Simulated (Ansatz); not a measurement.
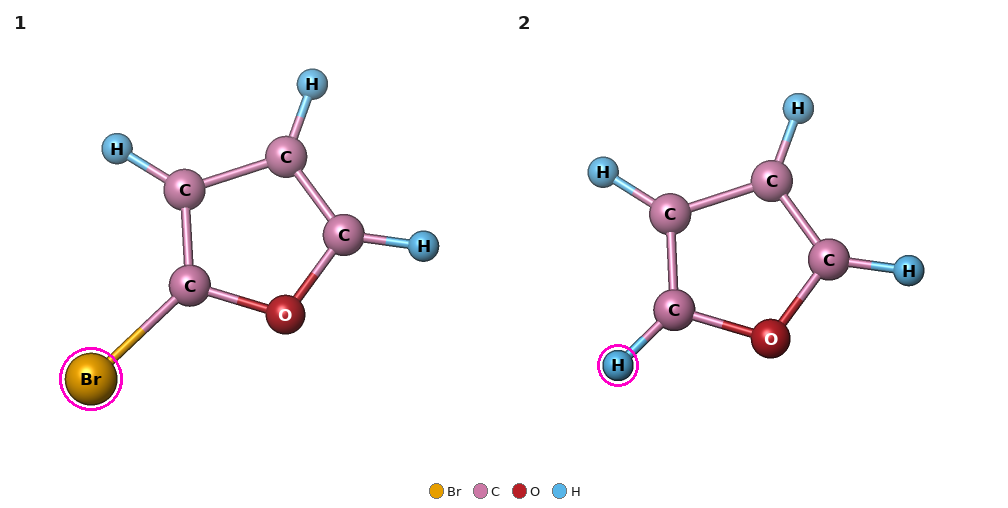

2 molecules with one skeleton, seen from the same side and at one scale; the atom that differs is circled. Each species is neutral and a spin singlet. Computed geometries: PBE0-D4/def2-TZVP optimisations, one conformation each. Properties computed with Ansatz 0.2.0.

One atom differs, called X below: Br in panel 1, H in panel 2. Their formulas are C4H3BrO (`Brc1ccco1`), C4H4O (`c1ccoc1`).

### In which is the HOMO–LUMO gap larger (r2SCAN-D4/def2-TZVPP)?

In panel 2 (X = H).

### In which is the dipole moment larger (r2SCAN-D4/def2-TZVPP)?

In panel 1 (X = Br).

Give the values. With PBE0-D4/def2-TZVP: length of X–C (Å), angle X–C–C (°). With r2SCAN-D4/def2-TZVPP: dipole moment (D), HOMO energy (Kohn–Sham orbital) (eV), HOMO–LUMO gap (eV).

```json
{"quantity": "length of X–C (Å)", "1 (Br)": "1.850", "2 (H)": "1.077", "2 − 1": "−0.773"}
{"quantity": "angle X–C–C (°)", "1 (Br)": "131.6", "2 (H)": "133.4", "2 − 1": "+1.8"}
{"quantity": "dipole moment (D)", "1 (Br)": "1.54", "2 (H)": "0.54", "2 − 1": "−1.00"}
{"quantity": "HOMO energy (Kohn–Sham orbital) (eV)", "1 (Br)": "−5.75", "2 (H)": "−5.79", "2 − 1": "−0.04"}
{"quantity": "HOMO–LUMO gap (eV)", "1 (Br)": "4.92", "2 (H)": "5.29", "2 − 1": "+0.37"}
```
